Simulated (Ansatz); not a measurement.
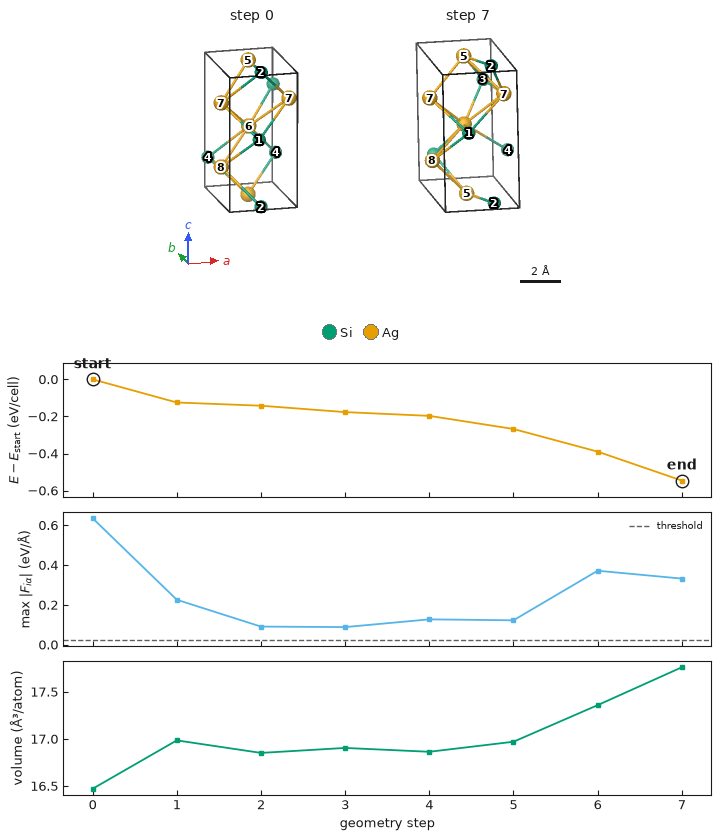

First and last geometry of a relaxation of a crystal of SiAg (a generated structure, set up in P1) (coarse preliminary run), with the history of the run. A ball-and-stick model of the cell of the calculation, seen slightly off an axis.

Method: DFT PBE, scalar-relativistic, plane waves, PAW in Ansatz 0.2.0. (plane-wave cutoff 420 eV; k-point mesh 6 × 4 × 4; occupations gaussian; smearing width 0.2 eV; no spin polarisation; cell and atoms relaxed; force threshold 0.025 eV/Å; at most 60 steps)

What do the curves and the structures tell?

The run was cut off at its time limit before the relaxation converged, so the last structure is only a point on the way. The energy falls by 0.546 eV per cell of the calculation in 7 geometry steps. Largest force component: 0.64 eV/Å at the start, 0.33 eV/Å at the end. The pressure goes from 2.53 to −0.31 GPa. The atom that moves furthest relative to the cell is Si2 (0.75 Å roughly along [3 −1 1]). By element the largest moves are Si 0.75 Å, Ag 0.31 Å. The volume changes by +7.8 %, with a 3.514 → 3.834 Å (+9.1 %), b 5.309 → 5.250 Å (−1.1 %), c 7.071 → 7.128 Å (+0.8 %), α 90.4° → 82.9°, β 88.8° → 90.1°, γ 92.3° → 93.6°. Among the contacts that change: Si1–Si4 2.864 → 4.115 Å, Si2–Si3 2.803 → 3.925 Å, Si2–Ag8 2.929 → 3.873 Å, Si2–Ag7 2.939 → 3.840 Å. Among the angles between lasting bonds that change: Si3–Si2–Ag8 104.2° → 139.0°, Ag5–Si4–Ag8 122.5° → 156.2°, Ag8–Si4–Ag8 173.3° → 140.1°. The space group stays P1 (No. 1). The run took 9.4 min on 1 thread of Intel(R) Xeon(R) Processor @ 2.50GHz (Skylake/Cascade Lake), with other jobs on the host, peak memory 0.55 GiB.

| step | E − E(0), meV/atom | largest force component, eV/Å | pressure, GPa | volume, Å³/atom |
| --- | --- | --- | --- | --- |
| 0 | 0.00 | 0.6351 | 2.53 | 16.471 |
| 1 | -15.61 | 0.2259 | -0.66 | 16.985 |
| 2 | -17.77 | 0.0910 | -0.06 | 16.852 |
| 3 | -22.09 | 0.0885 | 0.00 | 16.904 |
| 4 | -24.62 | 0.1273 | 0.38 | 16.864 |
| 5 | -33.47 | 0.1225 | 1.15 | 16.970 |
| 6 | -48.73 | 0.3715 | 0.60 | 17.359 |
| 7 | -68.25 | 0.3320 | -0.31 | 17.761 |
